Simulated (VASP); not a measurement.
Band structure of CeO$_{2}$ (fluorite). All values below come from PBE GGA, VASP's PBE PAW potentials (set 64) (plane waves; VASP).

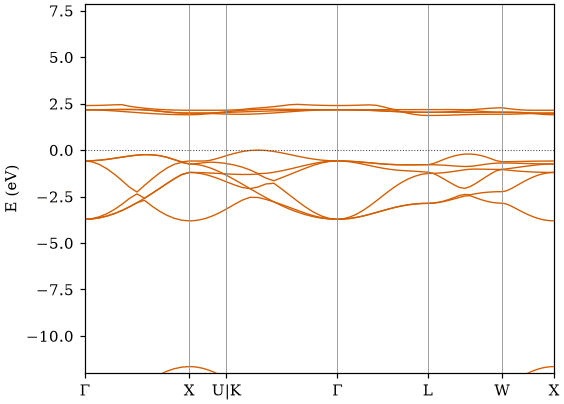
Figure: Bands along high-symmetry lines, zero at the valence-band maximum or, without a gap, the Fermi level

Read the plot: is there a gap, and where are the band edges?

The gap is indirect, 1.86 eV, from the valence maximum at K-Γ at 0.29 to the conduction minimum at L. (Edges off the drawn lines would not show.)

The compound is CeO2 in the fluorite structure. It was relaxed first. The run is not spin-polarised, so no magnetic state was tried.
